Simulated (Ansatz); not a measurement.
**CCSDT/3-21G run of HF (SMILES F)**

Aim: the energy change on altering one bond length of HF at CCSDT/3-21G, from 2 runs. 

The calculation is run with Ansatz 0.2.0.

57 further runs of the same task are left out: 1 that didn't finish, 56 set aside as unsound or not needed.

## 1. The system as given

The species is HF (2 atoms), meant as a singlet with charge 0. As SMILES, `F`. Geometry: relaxed at PBE0-D4/def2-TZVP.

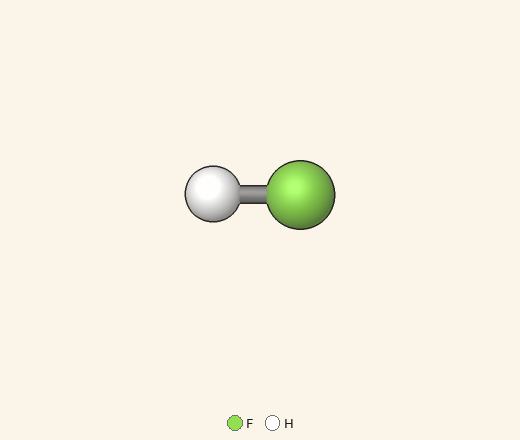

Viewed from a chosen angle; fluorine green, hydrogen white.

## 2. The energy at CCSDT/3-21G

Input file run.yaml:

```yaml
crystal:
  periodic: [false, false, false]
  atoms:
    - {symbol: F, position_ang: [-0.390000, 0.144600, -0.196400]}
    - {symbol: H, position_ang: [0.390000, -0.144600, 0.196400]}
basis:
  gaussian: {orbitals: 3-21G.json}
scf: {omitted_lower_state_checks: [cluster_reference, increment]}
correlation: {method: ccsdt, frozen_orbitals: {F: 1, H: 0}}
accuracy: high
```

The basis set 3-21G is read from a file made from the Basis Set Exchange's data (not shown).

Launch:

```sh
$ ansatz run run.yaml --threads 1 --pin off --max-ram 2610MiB --events-out events.jsonl --progress --plain --runs-dir runs
```

Log, cut to the lines that bear on the results:

```text
Warning: RAYON_NUM_THREADS=1 ignored (pool sized by the plan → 1); use --threads N
Functional definition: HF
  name "HF"
[...]
151 factors; integrals over basis functions are off by at most 4.4e-9 eV
[...]
mean field -2706.44119919 eV, -99.4598795786 hartree, gradient 6.4e-9 eV, S^2 0.000000; 0 other end points of the search recorded, 0 dependent functions left out
1 core orbitals not correlated: weight in the atoms' cores, before any rotation towards them, 1.000 or more for the frozen orbitals, at most 0.000 for the correlated occupied ones
reference -2706.44119919 eV, -99.4598795786 hartree; 4, 4 occupied and 6, 6 virtual orbitals, 151 factors
second order -3.28260120 eV of doubles, -0.00000000 eV of singles
cycle   1  -3.31495623 eV  change   -3.2e-2 eV  update   2.4e-2
[...]
cycle  17  -3.39966787 eV  change   2.8e-10 eV  update  7.0e-11
Total energy: -2709.84086707 eV, -99.5848150686 hartree
Checks for a lower state left out: cluster_reference, increment
```

Wall time 0.2 s (1 thread of Arm Neoverse V2, shared host).

## 3. The distorted shape at the same level

Input file molecule.yaml:

```yaml
crystal:
  periodic: [false, false, false]
  atoms:
    - symbol: F
      position_ang: [-0.585041, 0.216915, -0.294621]
    - symbol: H
      position_ang: [0.390000, -0.144600, 0.196400]
basis:
  gaussian:
    orbitals: 3-21G.json
accuracy: high
correlation:
  method: ccsdt
  frozen_orbitals: {F: 1, H: 0}
scf:
  omitted_lower_state_checks: [cluster_reference, increment]
```

The basis set 3-21G is read from a file made from the Basis Set Exchange's data (not shown).

Launch:

```sh
$ ansatz run molecule.yaml --threads 1 --pin off --max-ram 2610MiB --events-out events.jsonl --progress --plain --runs-dir runs
```

Log, cut to the lines that bear on the results:

```text
Warning: RAYON_NUM_THREADS=1 ignored (pool sized by the plan → 1); use --threads N
[... 2 set-up lines as earlier in the session ...]
[...]
151 factors; integrals over basis functions are off by at most 3.5e-9 eV
[...]
mean field -2705.59497297 eV, -99.4287813383 hartree, gradient 9.9e-9 eV, S^2 0.000000; 0 other end points of the search recorded, 0 dependent functions left out
1 core orbitals not correlated: weight in the atoms' cores, before any rotation towards them, 1.000 or more for the frozen orbitals, at most 0.000 for the correlated occupied ones
reference -2705.59497297 eV, -99.4287813383 hartree; 4, 4 occupied and 6, 6 virtual orbitals, 151 factors
second order -3.56062204 eV of doubles, -0.00000000 eV of singles
cycle   1  -3.58413054 eV  change   -2.4e-2 eV  update   3.7e-2
[...]
cycle  17  -3.74676952 eV  change  -1.5e-10 eV  update  5.4e-10
Total energy: -2709.34174248 eV, -99.5664725784 hartree
Checks for a lower state left out: cluster_reference, increment
```

It took 0.18 s on 1 thread of Arm Neoverse V2, shared host.

## 4. What came out

At CCSDT/3-21G, 1 core orbital frozen:

```
                                                         quantity         value
                                        first shape: total energy  -99.58482 Eh
          first shape: correlation energy (1 core orbital frozen)    -124.9 mEh
                                       first shape: T1 diagnostic         0.005
                                    distorted shape: total energy  -99.56647 Eh
      distorted shape: correlation energy (1 core orbital frozen)    -137.7 mEh
                                   distorted shape: T1 diagnostic         0.009
energy change with the F1–H2 bond stretched from 0.920 to 1.150 Å      0.499 eV
```

In words: With the F1–H2 bond stretched from 0.920 to 1.150 Å the energy rises by 0.50 eV (11.5 kcal/mol). The first shape isn't relaxed at this level, so the change isn't measured from a minimum.
